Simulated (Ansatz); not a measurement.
GeH$_{4}$Se$_{3}$ (SMILES [SeH][GeH]([SeH])[SeH])

Input

```
crystal:
  periodic: [false, false, false]
  atoms:
    - {symbol: Se, position_ang: [-1.520923, 1.023689, -1.400313]}
    - {symbol: Ge, position_ang: [0.005701, 0.038663, 0.090087]}
    - {symbol: Se, position_ang: [2.155884, 0.261175, -0.831593]}
    - {symbol: Se, position_ang: [-0.489661, -2.255105, 0.214800]}
    - {symbol: H, position_ang: [-1.097423, 2.385244, -1.038603]}
    - {symbol: H, position_ang: [-0.071998, 0.697743, 1.478158]}
    - {symbol: H, position_ang: [2.806170, -0.189959, 0.408404]}
    - {symbol: H, position_ang: [-1.695651, -2.018549, 1.023260]}
basis:
  gaussian: {orbitals: def2-TZVPP}
hamiltonian: {xc: pbe0, dispersion: d4}
output: {orbitals: {seedname: orbitals}}
```

Launched as:

```sh
ansatz run in.yaml --threads 4 --pin off --events-out ev --progress --plain --max-ram 11315MiB
```

Geometry: PBE0-D4/def2-TZVP.

Method: RKS PBE0-D4/def2-TZVPP in Ansatz 0.2.0.

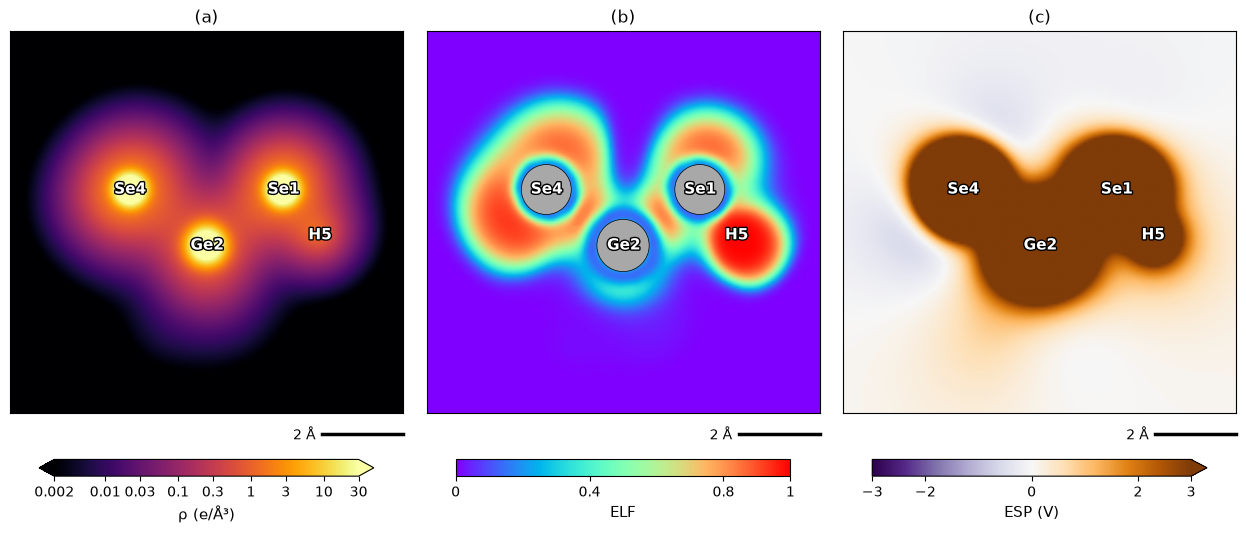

Figure 1. (a) total electron density; (b) electron localisation function; (c) electrostatic potential on the plane of atoms Se1, Ge2 and Se4. Grey discs cover the atomic cores in the ELF map.

### Describe what can be read from this map.

The section cuts through Se, Ge and H sites.
Ge–Se (2.35 Å): ρ is about 0.66 e/Å³ halfway; the ELF peaks at about 0.80 in the valence shell of Se, 1.1 Å from its nucleus, and is about 0.80 at the midpoint.
Se–H (1.47 Å): ρ is about 1.4 e/Å³ halfway; the ELF climbs to about 1 towards the hydrogen, as it does in any bond to H.
The ELF also peaks beside Se4 and Se1, away from the bonds: lone-pair regions.
Outside the dense part of the molecule the potential is most negative (−0.5 V) near Se1 and Se4.

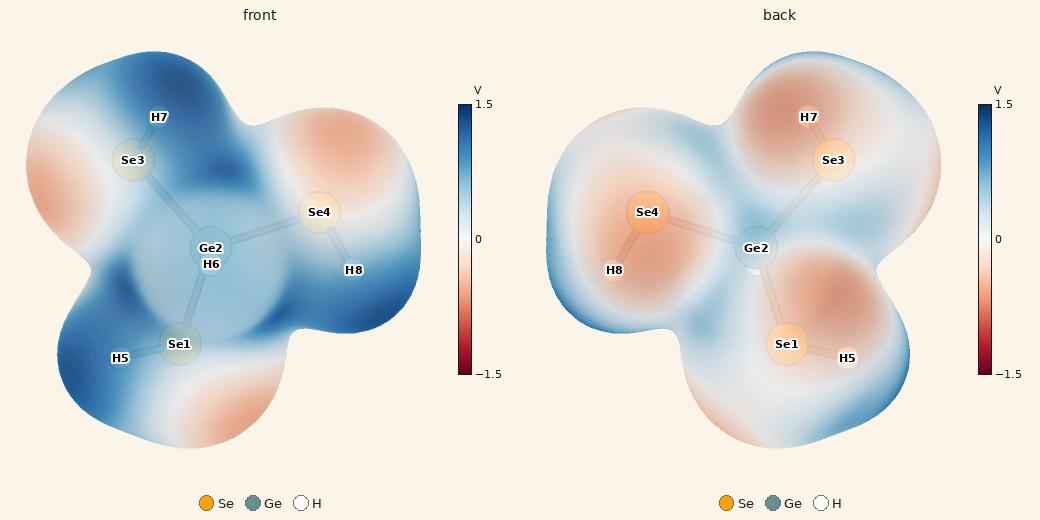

Figure 2. The electrostatic potential painted on the density surface at 0.002 e/bohr³, seen from the front and from behind; red is negative and blue positive.

### Where is the surface potential most negative and most positive?

The most negative region (about −0.6 V) lies over Se1, Se3 and Se4, the most positive (about +1.3 V) over H5, H7 and H8.

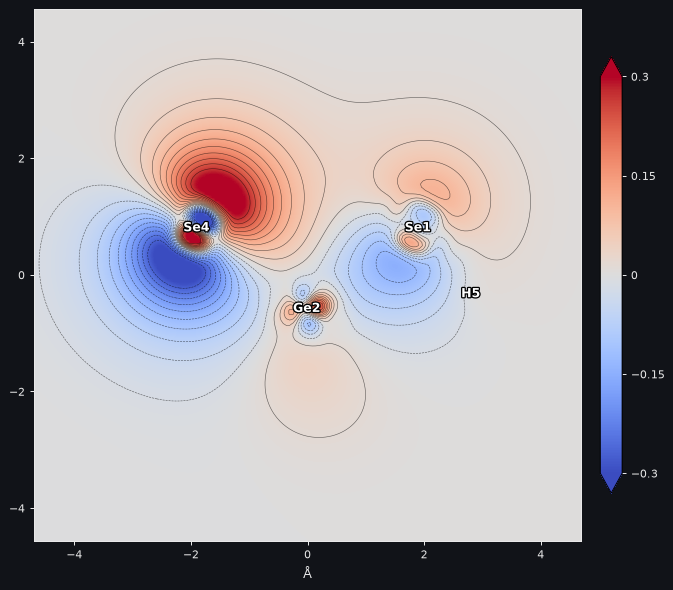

Figure 3. The HOMO−1 on the plane of atoms Se1, Ge2 and Se4 (values in Å⁻³ᐟ²; the overall sign is arbitrary).

### Describe this orbital and give its energy.

By Hirshfeld shares it lies mainly on Se1 (about 40 %), Se4 (about 40 %) and Ge2 (about 5 %). It is one of a degenerate set, so its orientation is arbitrary. Its energy is −7.31 eV.
